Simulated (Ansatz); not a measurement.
# AlSi2H5O (SMILES [SiH3][Al]1[O][SiH2]1): CAM-B3LYP/6-31G(d) (spherical functions)

What is the electronic atomisation energy of AlSi2H5O at CAM-B3LYP/6-31G* (spherical functions)? 

The results are computed with Ansatz 0.2.0.

83 further runs of the same task are left out: 1 that didn't finish, 82 set aside as unsound or not needed.

### 1 The structure to begin with

The species is AlSi2H5O (9 atoms), meant as a singlet with charge 0. SMILES: `[SiH3][Al]1[O][SiH2]1`. Geometry: relaxed at PBE0-D4/def2-TZVP.

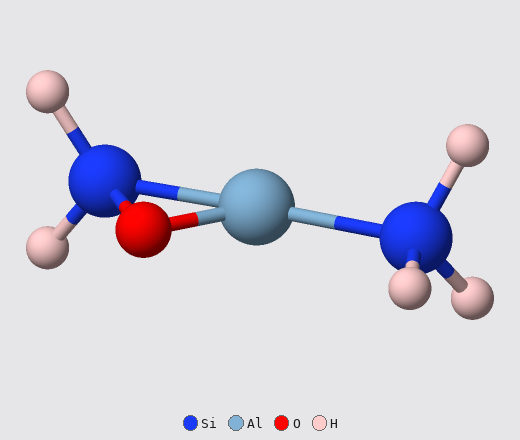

Viewed from a chosen angle; silicon blue, aluminium light blue, oxygen red, hydrogen pink.

### 2 The energy at CAM-B3LYP/6-31G(d) (spherical functions)

molecule.yaml reads:

```yaml
crystal:
  periodic: [false, false, false]
  atoms:
    - {symbol: Si, position_ang: [-0.652900, 1.717100, -1.334700]}
    - {symbol: Al, position_ang: [-0.124900, -0.148900, 0.162800]}
    - {symbol: O, position_ang: [1.392700, -0.965300, 0.434300]}
    - {symbol: Si, position_ang: [0.478600, -1.877700, 1.520900]}
    - {symbol: H, position_ang: [-1.763800, 1.326700, -2.244900]}
    - {symbol: H, position_ang: [-1.100100, 2.886400, -0.529300]}
    - {symbol: H, position_ang: [0.526500, 2.112800, -2.150200]}
    - {symbol: H, position_ang: [0.403300, -3.327600, 1.187000]}
    - {symbol: H, position_ang: [0.929000, -1.770000, 2.936900]}
basis:
  gaussian:
    orbitals: 6-31G_st_-spherical.json
hamiltonian:
  xc: {name: CAM-B3LYP}
accuracy: high
output: {orbitals: {seedname: orbitals}}
```

The basis set 6-31G* is read from a file made from the Basis Set Exchange's data (not shown).

Started as:

```bash
$ ansatz run molecule.yaml --threads 1 --pin off --max-ram 3480MiB --events-out events.jsonl --progress --plain --runs-dir runs
```

Log:

```text
Warning: RAYON_NUM_THREADS=1 ignored (pool sized by the plan → 1); use --threads N
Functional definition: CAM-B3LYP
  name "CAM-B3LYP"
  parameter alpha = 0.19
  parameter beta = 0.46
  parameter omega = 0.33/bohr
  parameter ac = 0.81
  exchange = (1 - alpha - beta)*b88_x + beta*b88_x_sr(omega) + alpha*exact_x + beta*exact_x_lr(omega)
  correlation = (1 - ac)*vwn5_c + ac*lyp_c
1704 factors; integrals over basis functions are off by at most 7.2e-9 eV
505 factors; integrals over basis functions are off by at most 2.2e-9 eV
mean field evaluation 1: about -24472.2644 eV, gradient 5.7e1 eV
mean field evaluation 2: about -24446.9428 eV, gradient 1.2e2 eV
mean field evaluation 4: about -24478.7630 eV, gradient 1.3e0 eV
mean field evaluation 8: about -24478.9428 eV, gradient 1.1e-1 eV
mean field evaluation 16: about -24478.9428 eV, gradient 7.7e-5 eV
mean field -24478.94284435 eV, -899.5845571065 hartree, gradient 2.0e-8 eV, S^2 0.000000; 0 other end points of the search recorded, 0 dependent functions left out
reference -24478.94286760 eV, -899.5845579608 hartree; 27, 27 occupied and 51, 51 virtual orbitals, 1704 factors
Total energy: -24478.94286760 eV, -899.5845579608 hartree
```

It took 11 s on 1 thread of Arm Neoverse V1, shared host; peak memory 0.31 GiB.

### 3 The Al atom at the same level

job.yaml reads:

```yaml
crystal:
  periodic: [false, false, false]
  atoms:
    - {symbol: Al, position_ang: [0.000000, 0.000000, 0.000000]}
basis:
  gaussian:
    orbitals: 6-31G_st_-spherical.json
magnetization:
  spin_polarized: true
  initial_magnetization: 1
hamiltonian:
  xc: {name: CAM-B3LYP}
accuracy: high
```

The basis set 6-31G* is read from a file made from the Basis Set Exchange's data (not shown).

Started as:

```bash
$ ansatz run job.yaml --threads 1 --pin off --max-ram 3480MiB --events-out events.jsonl --progress --plain --runs-dir runs
```

Log:

```text
Warning: RAYON_NUM_THREADS=1 ignored (pool sized by the plan → 1); use --threads N
Functional definition: CAM-B3LYP
  name "CAM-B3LYP"
  parameter alpha = 0.19
  parameter beta = 0.46
  parameter omega = 0.33/bohr
  parameter ac = 0.81
  exchange = (1 - alpha - beta)*b88_x + beta*b88_x_sr(omega) + alpha*exact_x + beta*exact_x_lr(omega)
  correlation = (1 - ac)*vwn5_c + ac*lyp_c
140 factors; integrals over basis functions are off by at most 3.7e-9 eV
77 factors; integrals over basis functions are off by at most 1.9e-9 eV
mean field evaluation 1: about -6594.5401 eV, gradient 1.5e0 eV
mean field evaluation 2: about -6594.5794 eV, gradient 4.7e-1 eV
mean field evaluation 4: about -6594.5861 eV, gradient 4.2e-2 eV
mean field evaluation 8: about -6594.5861 eV, gradient 2.2e-4 eV
mean field evaluation 16: about -6594.5861 eV, gradient 6.5e-8 eV
mean field -6594.58613055 eV, -242.3465703268 hartree, gradient 6.5e-8 eV, S^2 0.752508; 0 other end points of the search recorded, 0 dependent functions left out
reference -6594.58614086 eV, -242.3465707055 hartree; 7, 6 occupied and 11, 12 virtual orbitals, 140 factors
Total energy: -6594.58614086 eV, -242.3465707055 hartree
```

Run time: 0.87 s. Hardware: 1 thread of Arm Neoverse V1, shared host.

### 4 The H atom at the same level

input.yaml reads:

```yaml
crystal:
  periodic: [false, false, false]
  atoms:
    - {symbol: H, position_ang: [0.000000, 0.000000, 0.000000]}
basis:
  gaussian:
    orbitals: "6-31G*"
magnetization:
  spin_polarized: true
  initial_magnetization: 1
hamiltonian:
  xc: {name: CAM-B3LYP}
accuracy: high
```

Run the same way, it converges to -0.49683 Eh (log not shown).

### 5 The O atom, same level

molecule.yaml reads:

```yaml
crystal:
  periodic: [false, false, false]
  atoms:
    - {symbol: O, position_ang: [0.000000, 0.000000, 0.000000]}
basis:
  gaussian:
    orbitals: 6-31G_st_-spherical.json
magnetization:
  spin_polarized: true
  initial_magnetization: 2
hamiltonian:
  xc: {name: CAM-B3LYP}
accuracy: high
```

The basis set 6-31G* is read from a file made from the Basis Set Exchange's data (not shown).

Run the same way, it converges to -75.03601 Eh (log not shown).

### 6 The Si atom, same level

molecule.yaml reads:

```yaml
crystal:
  periodic: [false, false, false]
  atoms:
    - {symbol: Si, position_ang: [0.000000, 0.000000, 0.000000]}
basis:
  gaussian: {orbitals: 6-31G_st_-spherical.json}
magnetization: {spin_polarized: true, initial_magnetization: 2}
hamiltonian: {xc: {name: CAM-B3LYP}}
accuracy: high
```

The basis set 6-31G* is read from a file made from the Basis Set Exchange's data (not shown).

Run the same way, it converges to -289.35440 Eh (log not shown).

### 7 Results

At CAM-B3LYP/6-31G* (spherical functions):

| quantity | value |
| --- | --- |
| molecule: total energy | -899.58456 Eh |
| molecule: HOMO energy | -7.22 eV |
| molecule: LUMO energy | -0.57 eV |
| molecule: HOMO–LUMO gap | 6.64 eV |
| Al atom: total energy | -242.34657 Eh |
| Al atom: ⟨S²⟩ | 0.753 |
| H atom: total energy | -0.49683 Eh |
| H atom: ⟨S²⟩ | 0.750 |
| O atom: total energy | -75.03601 Eh |
| O atom: ⟨S²⟩ | 2.002 |
| Si atom: total energy | -289.35440 Eh |
| Si atom: ⟨S²⟩ | 2.002 |
| electronic atomisation energy | 27.457 eV |

What this shows: Taking the molecule apart into free atoms costs 27.46 eV (633 kcal/mol), before zero-point energy and without spin-orbit coupling.
